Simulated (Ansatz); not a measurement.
# C5H12Si (vinyltrimethylsilane): revPBE/6-31G(d) (spherical functions)

What is the energy change on altering one bond length of C5H12Si (vinyltrimethylsilane) at revPBE/6-31G* (spherical functions)? 

Program for the calculation: Ansatz 0.2.0.

31 further runs of the same task are left out: 31 set aside as unsound or not needed.

**1. The molecule**

The species is C5H12Si (18 atoms), meant as a singlet with charge 0. As SMILES, `C=C[Si](C)(C)C`. Geometry: relaxed at PBE0-D4/def2-TZVP. This is one conformer, not always the lowest.

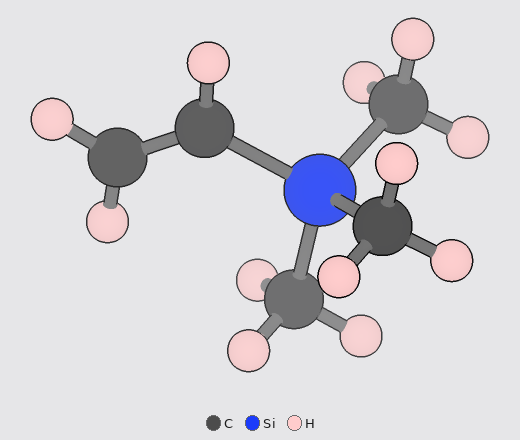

Viewed from a chosen angle; carbon dark grey, silicon blue, hydrogen pink.

**2. A single-point energy at revPBE/6-31G(d) (spherical functions)**

Input file molecule.yaml:

```yaml
crystal:
  periodic: [false, false, false]
  atoms:
    - {symbol: C, position_ang: [-2.463470, -0.560850, 0.441110]}
    - {symbol: C, position_ang: [-1.600000, 0.041460, -0.372240]}
    - {symbol: Si, position_ang: [0.250010, 0.097990, -0.111240]}
    - {symbol: C, position_ang: [0.693770, -0.817270, 1.461280]}
    - {symbol: C, position_ang: [0.791320, 1.889350, 0.012330]}
    - {symbol: C, position_ang: [1.095130, -0.702450, -1.581740]}
    - {symbol: H, position_ang: [-3.533840, -0.570330, 0.252000]}
    - {symbol: H, position_ang: [-2.138230, -1.076560, 1.340760]}
    - {symbol: H, position_ang: [-2.008990, 0.536650, -1.254490]}
    - {symbol: H, position_ang: [0.218540, -0.365270, 2.335650]}
    - {symbol: H, position_ang: [1.775050, -0.792910, 1.621980]}
    - {symbol: H, position_ang: [0.389440, -1.865980, 1.413780]}
    - {symbol: H, position_ang: [0.321910, 2.383320, 0.866720]}
    - {symbol: H, position_ang: [1.875770, 1.963820, 0.132240]}
    - {symbol: H, position_ang: [0.516990, 2.446350, -0.887640]}
    - {symbol: H, position_ang: [0.807560, -1.752570, -1.676110]}
    - {symbol: H, position_ang: [0.825840, -0.197420, -2.513330]}
    - {symbol: H, position_ang: [2.183160, -0.657310, -1.481070]}
basis:
  gaussian: {orbitals: 6-31G_st_-spherical.json}
hamiltonian: {xc: {name: revPBE}}
accuracy: high
output: {orbitals: {seedname: orbitals}}
```

The basis set 6-31G* is read from a file made from the Basis Set Exchange's data (not shown).

The run is started by

```console
$ ansatz run molecule.yaml --threads 1 --pin off --max-ram 3480MiB --events-out events.jsonl --progress --plain --runs-dir runs
```

The log of the run:

```text
Warning: RAYON_NUM_THREADS=1 ignored (pool sized by the plan → 1); use --threads N
Functional definition: revPBE
  name "revPBE"
  parameter kappa = 1.245
  parameter beta = 0.06672455060314922
  exchange = pbe_x(kappa = kappa, mu = beta*pi^2/3)
  correlation = pbe_c(beta = beta)
2859 factors; integrals over basis functions are off by at most 4.2e-9 eV
mean field evaluation 1: about -13236.4765 eV, gradient 8.6e1 eV
mean field evaluation 2: about -13220.6297 eV, gradient 1.1e2 eV
mean field evaluation 4: about -13254.4821 eV, gradient 1.2e1 eV
mean field evaluation 8: about -13254.8029 eV, gradient 1.1e-1 eV
mean field evaluation 16: about -13254.8029 eV, gradient 2.8e-6 eV
mean field -13254.80290705 eV, -487.1050224061 hartree, gradient 5.3e-8 eV, S^2 0.000000; 0 other end points of the search recorded, 0 dependent functions left out
reference -13254.80291103 eV, -487.1050225524 hartree; 28, 28 occupied and 84, 84 virtual orbitals, 2859 factors
Total energy: -13254.80291103 eV, -487.1050225524 hartree
```

Run time: 9 s. Hardware: 1 thread of Intel Xeon 6975P-C (Granite Rapids), shared host; peak memory 0.41 GiB.

**3. The distorted shape, same level**

Input file run.yaml:

```yaml
crystal:
  periodic: [false, false, false]
  atoms:
    - {symbol: C, position_ang: [-2.098279, 0.697586, 0.498109]}
    - {symbol: C, position_ang: [-1.234809, 1.299896, -0.315241]}
    - {symbol: Si, position_ang: [0.615201, 1.356426, -0.054241]}
    - {symbol: C, position_ang: [1.058961, 0.441166, 1.518279]}
    - {symbol: C, position_ang: [1.156511, 3.147786, 0.069329]}
    - {symbol: C, position_ang: [1.460321, 0.555986, -1.524741]}
    - {symbol: H, position_ang: [-3.168649, 0.688106, 0.308999]}
    - {symbol: H, position_ang: [-1.773039, 0.181876, 1.397759]}
    - {symbol: H, position_ang: [-1.643799, 1.795086, -1.197491]}
    - {symbol: H, position_ang: [0.583731, 0.893166, 2.392649]}
    - {symbol: H, position_ang: [2.140241, 0.465526, 1.678979]}
    - {symbol: H, position_ang: [0.389440, -1.865980, 1.413780]}
    - {symbol: H, position_ang: [0.687101, 3.641756, 0.923719]}
    - {symbol: H, position_ang: [2.240961, 3.222256, 0.189239]}
    - {symbol: H, position_ang: [0.882181, 3.704786, -0.830641]}
    - {symbol: H, position_ang: [1.172751, -0.494134, -1.619111]}
    - {symbol: H, position_ang: [1.191031, 1.061016, -2.456331]}
    - {symbol: H, position_ang: [2.548351, 0.601126, -1.424071]}
basis:
  gaussian: {orbitals: 6-31G_st_-spherical.json}
hamiltonian: {xc: {name: revPBE}}
accuracy: high
output: {orbitals: {seedname: orbitals}}
```

The basis set 6-31G* is read from a file made from the Basis Set Exchange's data (not shown).

The run is started by

```console
$ ansatz run run.yaml --threads 1 --pin off --max-ram 3480MiB --events-out events.jsonl --progress --plain --runs-dir runs
```

The log of the run:

```text
Warning: RAYON_NUM_THREADS=1 ignored (pool sized by the plan → 1); use --threads N
Functional definition: revPBE
  name "revPBE"
  parameter kappa = 1.245
  parameter beta = 0.06672455060314922
  exchange = pbe_x(kappa = kappa, mu = beta*pi^2/3)
  correlation = pbe_c(beta = beta)
2874 factors; integrals over basis functions are off by at most 4.4e-9 eV
mean field evaluation 1: about -13225.0252 eV, gradient 9.3e1 eV
mean field evaluation 2: about -13192.1581 eV, gradient 1.3e2 eV
mean field evaluation 4: about -13245.4383 eV, gradient 3.2e1 eV
mean field evaluation 8: about -13250.3792 eV, gradient 8.3e-1 eV
mean field evaluation 16: about -13250.3605 eV, gradient 7.3e-4 eV
mean field -13250.36052314 eV, -486.9417678083 hartree, gradient 1.0e-8 eV, S^2 0.000000; 0 other end points of the search recorded, 0 dependent functions left out
reference -13250.36052729 eV, -486.9417679609 hartree; 28, 28 occupied and 84, 84 virtual orbitals, 2874 factors
Total energy: -13250.36052729 eV, -486.9417679609 hartree
```

Run time: 8.7 s. Hardware: 1 thread of Intel Xeon 6975P-C (Granite Rapids), shared host; peak memory 0.41 GiB.

**4. What came out**

At revPBE/6-31G* (spherical functions):

| quantity | value |
| --- | --- |
| first shape: total energy | -487.10502 Eh |
| first shape: HOMO energy | -6.07 eV |
| first shape: LUMO energy | -0.56 eV |
| first shape: HOMO–LUMO gap | 5.51 eV |
| distorted shape: total energy | -486.94177 Eh |
| distorted shape: HOMO energy | -5.95 eV |
| distorted shape: LUMO energy | -3.61 eV |
| distorted shape: HOMO–LUMO gap | 2.34 eV |
| energy change with the C4–H12 bond stretched from 1.093 to 2.405 Å | 4.442 eV |

One bond (distorted shape) is far stretched, which a spin-restricted single reference describes badly; a broken-symmetry solution may lie lower. With the C4–H12 bond stretched from 1.093 to 2.405 Å the energy rises by 4.44 eV (429 kJ/mol). The first shape isn't relaxed at this level, so the change isn't measured from a minimum. A restricted reference can't describe the breaking bond well at this length.
